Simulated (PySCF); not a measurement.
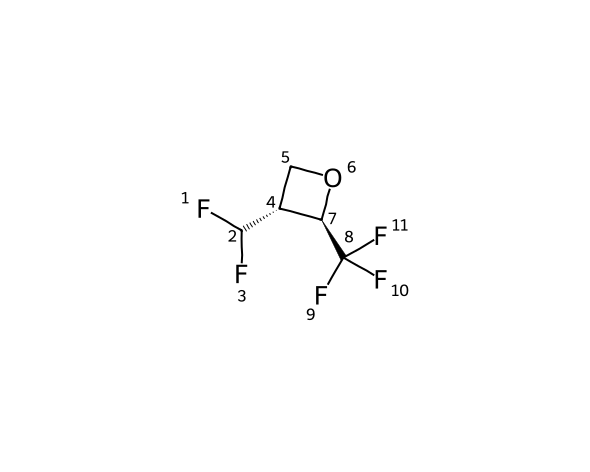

Skeletal drawing with numbered atoms; wedges and dashes mark any stereocentres. The configuration is that of a computed structure (PBE0-D3(BJ)/def2-SVP).

What are the Cahn–Ingold–Prelog descriptors?

Answer. C4: R; C7: R.

Write the isomeric SMILES.

Answer. FC(F)[C@@H]1CO[C@H]1C(F)(F)F
